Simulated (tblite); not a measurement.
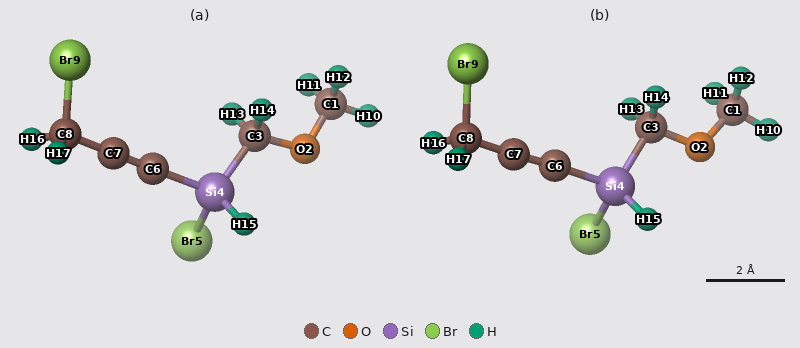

The structure of C$_{5}$H$_{8}$Br$_{2}$OSi before (left) and after (right) a relaxation, at one scale.

Style: ball-and-stick. Shown at a tilt.

These are results of GFN2-xTB geometry optimisation, gas phase in tblite, not measurements. 

Q: Describe what moved and what it gained.

A: The energy falls by 19.2 kJ/mol in 86 geometry steps. The atom that moves furthest after the best rigid fit is H10 (0.41 Å). Largest moves by element: H 0.41 Å, C 0.24 Å, O 0.21 Å, Br 0.18 Å, Si 0.15 Å. Some distances before and after: O2–C3 1.459 → 1.413 Å, C8–Br9 1.941 → 1.979 Å, Si4–C6 1.884 → 1.847 Å, C7–C8 1.471 → 1.434 Å. Among the angles between lasting bonds that change: O2–C3–Si4 116.0° → 103.8°, Si4–C3–H14 108.0° → 112.2°, C6–Si4–H15 109.5° → 113.1°.
